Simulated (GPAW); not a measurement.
# Screening of a field by a 8-layer slab of Ta(100), part 2 of 3

How does a 8-layer slab of Ta(100) screen a perpendicular field?

GPAW 26.7.0; GPAW, PAW setups; slab in vacuum, relaxation (the session's first sound run).

So far, dipole along the normal (e·Å): step 2 (relaxation) 0.0108; step 3 (the slab's potential) 0.0108.

## (4) In a field

A uniform field along the normal polarises the slab; the atoms stay fixed, so this is the electronic response alone.

The input, run.py:

```python
import json
import numpy as np
from ase import Atoms
from gpaw import GPAW, PW
from gpaw.external import ConstantElectricField

slab = Atoms(
    ['Ta', 'Ta', 'Ta', 'Ta', 'Ta', 'Ta', 'Ta', 'Ta'],
    positions=[
        [1.65500, 1.65500, 7.00000],
        [0.00000, 0.00000, 8.65500],
        [1.65500, 1.65500, 10.31000],
        [0.00000, 0.00000, 11.96500],
        [1.65500, 1.65500, 13.60950],
        [0.00000, -0.00000, 15.31491],
        [1.65500, 1.65500, 16.98201],
        [0.00000, -0.00000, 18.44698]],
    cell=[[3.31, 0.0, 0.0], [0.0, 3.31, 0.0], [0.0, 0.0, 25.585]],
    pbc=[True, True, False])

slab.calc = GPAW(mode=PW(400), xc='PBE', kpts={'size': (10, 10, 1), 'gamma': True},
                 occupations={'name': 'fermi-dirac', 'width': 0.1}, nbands='160%',
                 convergence={'density': 1e-05}, maxiter=200,
                 poissonsolver={'dipolelayer': 'xy'},
                 external=ConstantElectricField(-0.2, [0, 0, 1]),
                 symmetry={'tolerance': 1e-3}, txt='slab.txt')
result = {}
energy = slab.get_potential_energy()
fermi = slab.calc.get_fermi_level()
v = slab.calc.get_electrostatic_potential().mean((0, 1)) - fermi
n = slab.calc.get_pseudo_density().mean((0, 1))
L = slab.cell[2, 2]
z = np.arange(len(v)) * L / len(v)
low, high = slab.positions[:, 2].min(), slab.positions[:, 2].max()
below, above = np.interp([low - 4.8, high + 4.8], z, v)
slopes = [np.interp(x, z, np.gradient(v, z)) for x in (low - 4.8, high + 4.8)]
eps = np.array([[slab.calc.get_eigenvalues(k, s) for k in range(len(slab.calc.get_ibz_k_points()))]
                for s in range(slab.calc.get_number_of_spins())]) - fermi
top, bottom = eps[eps < 0].max(), eps[eps > 0].min()
dipole = slab.get_dipole_moment()[2]
print(f'energy {energy:.4f} eV, Fermi level {fermi:.4f} eV, dipole {dipole:.5f} e A')
print(f'potential 4.8 A off the faces, from the Fermi level: lower {below:.4f} eV, upper {above:.4f} eV')
print(f'slope of the potential there: lower {slopes[0]:.5f}, upper {slopes[1]:.5f} eV/A')
print(f'nearest levels on the mesh: {top:.4f} and {bottom:.4f} eV')
print('magnetic moment', round(slab.get_magnetic_moment(), 3))
result.update(energy=energy, fermi=fermi, dipole=dipole, below=below, above=above, slopes=slopes, edges=[top, bottom],
              z=z.tolist(), v=v.tolist(), n=n.tolist(), positions=slab.positions.tolist(),
              forces=slab.get_forces(apply_constraint=False).tolist(), moments=slab.get_magnetic_moments().tolist())
json.dump(result, open('result.json', 'w'))
```

Started as:

```console
$ OMP_NUM_THREADS=1 OPENBLAS_NUM_THREADS=1 python run.py
```

The program printed:

```text
energy -75.3445 eV, Fermi level 4.4205 eV, dipole -0.18337 e A
potential 4.8 A off the faces, from the Fermi level: lower 2.3795 eV, upper 5.4064 eV
slope of the potential there: lower -0.00243, upper 0.00542 eV/A
nearest levels on the mesh: -0.0241 and 0.0055 eV
magnetic moment 0.0
```

Wall time 7.3 min (1 thread of Intel Xeon 6975P-C (Granite Rapids), shared host); peak memory 0.65 GiB.

This step gave:

```
dipole along the normal                                         : -0.1834 e·Å
levels nearest the Fermi level on the mesh                      : -0.02415, 0.005451 eV from the Fermi level
potential below the slab, the applied field's own ramp left out : 2.380 eV from the Fermi level
potential above the slab, the applied field's own ramp left out : 5.406 eV from the Fermi level
```

The electrostatic potential energy of an electron (without an applied field's), less the Fermi level, planar mean oscillates, so the rows of the table below give means over windows of 1.71 Å about each position, cut where the curve ends. Its maxima inside the range that stand out by 2 % of the span (Å: eV): 7.9: -7.94, 9.5: -7.52, 11.2: -7.18, 12.8: -6.87, 14.5: -5.83, 16.2: -6.11, 17.7: -8.86, 25.1: 5.41. Its minima: 7.0: -18.7, 8.6: -18.1, 10.3: -17.6, 11.9: -17.2, 13.6: -16.8, 15.4: -16.7, 17.0: -16.5, 18.4: -16.7.

Table of electrostatic potential energy of an electron (without an applied field's), less the Fermi level, planar mean by z; means over each step:

```
z (Å)  electrostatic potential energy of an electron (without an applied field's), less the Fermi level, planar mean (eV)
 0.85                                                                                                                2.55
 2.56                                                                                                                2.38
 4.28                                                                                                                2.18
 5.98                                                                                                               -4.37
 7.70                                                                                                               -13.2
 9.41                                                                                                               -12.7
11.12                                                                                                               -12.2
12.82                                                                                                               -12.0
14.54                                                                                                               -11.0
16.25                                                                                                               -11.2
17.96                                                                                                               -12.8
19.66                                                                                                               0.506
21.38                                                                                                                5.25
23.09                                                                                                                5.40
24.79                                                                                                                5.31
```

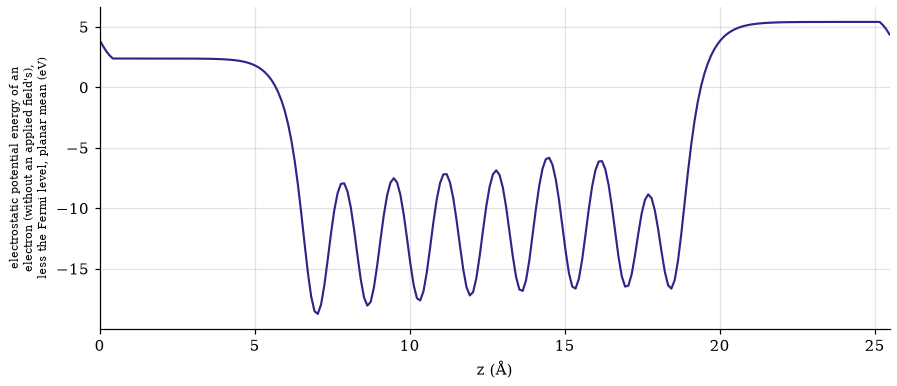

Electrostatic potential energy of an electron (without an applied field's), less the Fermi level, planar mean, plotted against z.

Force by atom:

```
atom  x (eV/Å)  y (eV/Å)  z (eV/Å)  size
 Ta1      0.00      0.00      1.28  1.28
 Ta2      0.00      0.00     -1.28  1.28
 Ta3      0.00      0.00     -0.36  0.36
 Ta4      0.00      0.00      0.36  0.36
 Ta5      0.00      0.00     -0.01  0.01
 Ta6      0.00      0.00      0.01  0.01
 Ta7      0.00      0.00      0.00  0.00
 Ta8      0.00      0.00      0.00  0.00
```

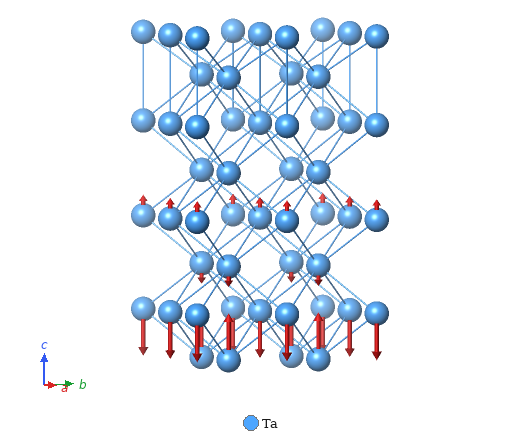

Force as arrows, the longest 1.28 eV/Å. 2×2×1 cells are drawn. Some periodic images of atoms are drawn too.

The dipole is now -0.183 e Å, against 0.011 in the run without a field.

## (5) Field on

Edit run.py of step 4 so:

```diff
@@ -24,3 +24,3 @@
                  poissonsolver={'dipolelayer': 'xy'},
-                 external=ConstantElectricField(-0.2, [0, 0, 1]),
+                 external=ConstantElectricField(-0.1, [0, 0, 1]),
                  symmetry={'tolerance': 1e-3}, txt='slab.txt')
```

The program printed:

```text
energy -75.3312 eV, Fermi level 4.4199 eV, dipole -0.08618 e A
potential 4.8 A off the faces, from the Fermi level: lower 3.1830 eV, upper 4.6056 eV
slope of the potential there: lower -0.00296, upper 0.00429 eV/A
nearest levels on the mesh: -0.0343 and 0.0055 eV
magnetic moment 0.0
```

Run time: 6.9 min. Hardware: 1 thread; peak memory 0.66 GiB.

This step gave:

* dipole along the normal: -0.08618 e·Å
* levels nearest the Fermi level on the mesh: -0.03430, 0.005453 eV from the Fermi level
* potential below the slab, the applied field's own ramp left out: 3.183 eV from the Fermi level
* potential above the slab, the applied field's own ramp left out: 4.606 eV from the Fermi level

The electrostatic potential energy of an electron (without an applied field's), less the Fermi level, planar mean oscillates, so the rows of the table below give means over windows of 1.65 Å about each position, cut where the curve ends. Its maxima inside the range that stand out by 2 % of the span (Å: eV): 7.9: -7.45, 9.5: -7.19, 11.2: -7.02, 12.8: -6.87, 14.5: -6.00, 16.2: -6.45, 17.7: -9.35, 25.2: 4.61. Its minima: 7.0: -18.2, 8.6: -17.6, 10.3: -17.4, 11.9: -17.1, 13.6: -16.9, 15.4: -16.9, 17.0: -16.9, 18.4: -17.2.

Table of electrostatic potential energy of an electron (without an applied field's), less the Fermi level, planar mean by z; means over each step:

```
z (Å)  electrostatic potential energy of an electron (without an applied field's), less the Fermi level, planar mean (eV)
 0.82                                                                                                                3.26
 2.47                                                                                                                3.18
 4.12                                                                                                                3.04
 5.77                                                                                                               -1.41
 7.42                                                                                                               -12.5
 9.07                                                                                                               -12.2
10.72                                                                                                               -12.0
12.37                                                                                                               -11.8
14.02                                                                                                               -11.2
15.67                                                                                                               -11.4
17.32                                                                                                               -12.9
18.97                                                                                                               -7.88
20.62                                                                                                                3.94
22.27                                                                                                                4.58
23.92                                                                                                                4.61
```

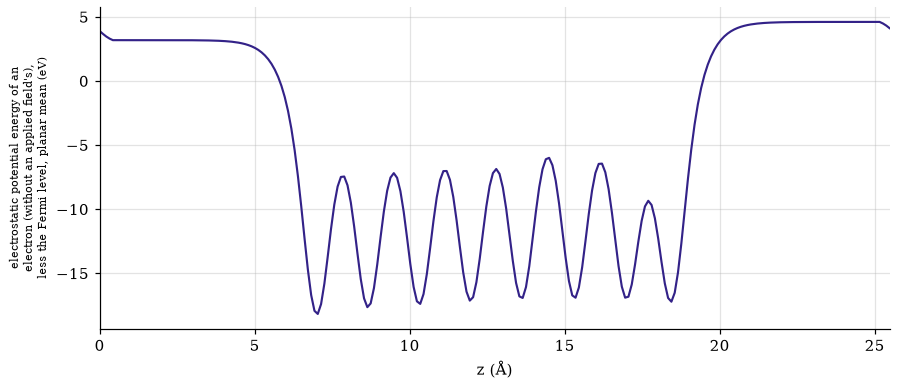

Electrostatic potential energy of an electron (without an applied field's), less the Fermi level, planar mean against z.

Force by atom:

```
atom  x (eV/Å)  y (eV/Å)  z (eV/Å)  size
 Ta1      0.00      0.00      1.27  1.27
 Ta2      0.00      0.00     -1.27  1.27
 Ta3      0.00      0.00     -0.36  0.36
 Ta4      0.00      0.00      0.36  0.36
 Ta5      0.00      0.00     -0.01  0.01
 Ta6      0.00      0.00      0.01  0.01
 Ta7      0.00      0.00      0.01  0.01
 Ta8      0.00      0.00     -0.01  0.01
```

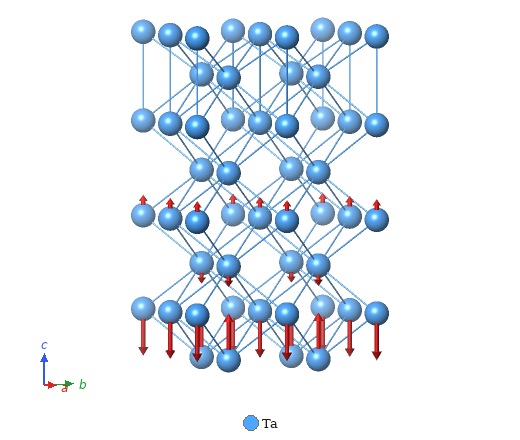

Force as arrows, the longest 1.27 eV/Å. 2×2×1 cells are drawn. Some periodic images of atoms are drawn too.

The dipole is now -0.0862 e Å, against 0.011 in the run without a field.

## (6) In a field

Edit run.py of step 5 so:

```diff
@@ -24,3 +24,3 @@
                  poissonsolver={'dipolelayer': 'xy'},
-                 external=ConstantElectricField(-0.1, [0, 0, 1]),
+                 external=ConstantElectricField(-0.05, [0, 0, 1]),
                  symmetry={'tolerance': 1e-3}, txt='slab.txt')
```

The program printed:

```text
energy -75.3281 eV, Fermi level 4.4191 eV, dipole -0.03759 e A
potential 4.8 A off the faces, from the Fermi level: lower 3.5862 eV, upper 4.2066 eV
slope of the potential there: lower -0.00327, upper 0.00383 eV/A
nearest levels on the mesh: -0.0265 and 0.0054 eV
magnetic moment 0.0
```

It took 7.6 min on 1 thread; peak memory 0.66 GiB.

The electrostatic potential energy of an electron (without an applied field's), less the Fermi level, planar mean oscillates, so the rows of the table below give means over windows of 1.65 Å about each position, cut where the curve ends. Its maxima inside the range that stand out by 2 % of the span (Å: eV): 7.9: -7.21, 9.5: -7.03, 11.2: -6.94, 12.8: -6.87, 14.5: -6.08, 16.2: -6.62, 17.7: -9.59. Its minima: 7.0: -17.9, 8.6: -17.4, 10.3: -17.3, 11.9: -17.1, 13.6: -17.0, 15.4: -17.0, 17.0: -17.1, 18.4: -17.5.

Table of electrostatic potential energy of an electron (without an applied field's), less the Fermi level, planar mean by z; means over each step:

```
z (Å)  electrostatic potential energy of an electron (without an applied field's), less the Fermi level, planar mean (eV)
 0.82                                                                                                                3.62
 2.47                                                                                                                3.58
 4.12                                                                                                                3.43
 5.77                                                                                                               -1.05
 7.42                                                                                                               -12.3
 9.07                                                                                                               -12.0
10.72                                                                                                               -11.9
12.37                                                                                                               -11.8
14.02                                                                                                               -11.3
15.67                                                                                                               -11.6
17.32                                                                                                               -13.2
18.97                                                                                                               -8.19
20.62                                                                                                                3.56
22.27                                                                                                                4.19
23.92                                                                                                                4.21
```

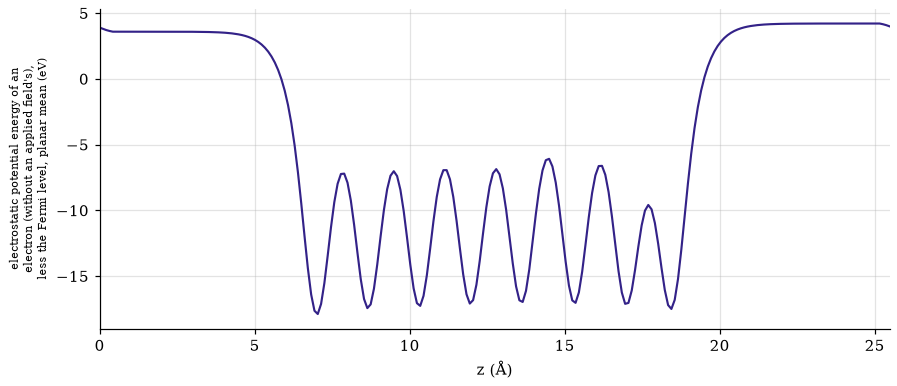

Electrostatic potential energy of an electron (without an applied field's), less the Fermi level, planar mean against z.

## (7) In a field

Edit run.py of step 6 so:

```diff
@@ -24,3 +24,3 @@
                  poissonsolver={'dipolelayer': 'xy'},
-                 external=ConstantElectricField(-0.05, [0, 0, 1]),
+                 external=ConstantElectricField(0.05, [0, 0, 1]),
                  symmetry={'tolerance': 1e-3}, txt='slab.txt')
```

The program printed:

```text
energy -75.3294 eV, Fermi level 4.4164 eV, dipole 0.05954 e A
potential 4.8 A off the faces, from the Fermi level: lower 4.3952 eV, upper 3.4123 eV
slope of the potential there: lower -0.00403, upper 0.00307 eV/A
nearest levels on the mesh: -0.0034 and 0.0053 eV
magnetic moment 0.0
```

Wall time 7.9 min (1 thread); peak memory 0.65 GiB.

The electrostatic potential energy of an electron (without an applied field's), less the Fermi level, planar mean oscillates, so the rows of the table below give means over windows of 1.65 Å about each position, cut where the curve ends. Its maxima inside the range that stand out by 2 % of the span (Å: eV): 0.4: 4.40, 7.9: -6.72, 9.5: -6.70, 11.1: -6.78, 12.8: -6.87, 14.5: -6.25, 16.2: -6.96, 17.7: -10.1. Its minima: 7.0: -17.3, 8.6: -17.0, 10.3: -17.0, 11.9: -17.0, 13.6: -17.1, 15.4: -17.3, 17.0: -17.5, 18.4: -18.1.

The electrostatic potential energy of an electron (without an applied field's), less the Fermi level, planar mean by z; means over each step:

```
z (Å)  electrostatic potential energy of an electron (without an applied field's), less the Fermi level, planar mean (eV)
 0.82                                                                                                                4.34
 2.47                                                                                                                4.39
 4.12                                                                                                                4.23
 5.77                                                                                                              -0.347
 7.42                                                                                                               -11.7
 9.07                                                                                                               -11.6
10.72                                                                                                               -11.7
12.37                                                                                                               -11.7
14.02                                                                                                               -11.4
15.67                                                                                                               -11.9
17.32                                                                                                               -13.6
18.97                                                                                                               -8.81
20.62                                                                                                                2.80
22.27                                                                                                                3.40
23.92                                                                                                                3.41
```

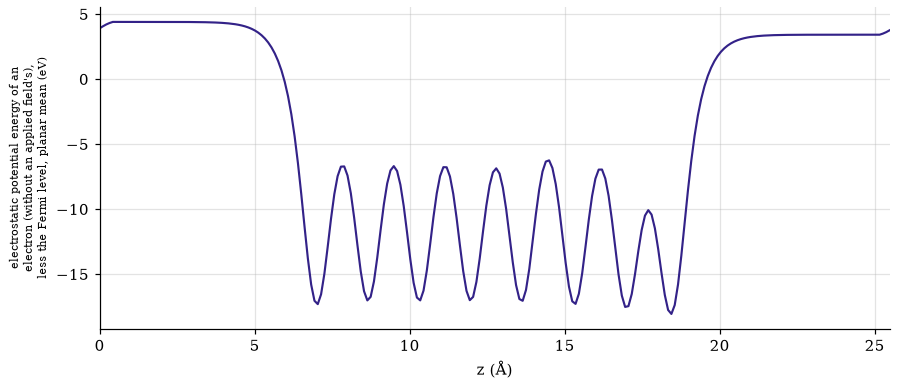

Electrostatic potential energy of an electron (without an applied field's), less the Fermi level, planar mean, plotted against z.

## (8) In a field

Edit run.py of step 7 so:

```diff
@@ -24,3 +24,3 @@
                  poissonsolver={'dipolelayer': 'xy'},
-                 external=ConstantElectricField(0.05, [0, 0, 1]),
+                 external=ConstantElectricField(0.1, [0, 0, 1]),
                  symmetry={'tolerance': 1e-3}, txt='slab.txt')
```

The program printed:

```text
energy -75.3337 eV, Fermi level 4.4147 eV, dipole 0.10804 e A
potential 4.8 A off the faces, from the Fermi level: lower 4.8002 eV, upper 3.0166 eV
slope of the potential there: lower -0.00449, upper 0.00276 eV/A
nearest levels on the mesh: -0.0480 and 0.0053 eV
magnetic moment 0.0
```

The job ended after 7.2 min (1 thread; peak memory 0.66 GiB).

The dipole is now 0.108 e Å, against 0.011 in the run without a field.

[end of part 2 of 3]

[Logs are printed without paths, hosts, clocks, repeated set-up lines and the standing remarks that a program may print on its own settings, such as how far it seeks lower states.]

[Hosts, paths, dates, database ids (printed as entryN), source tags and the programs' standing remarks are cut or masked in the printed files.]
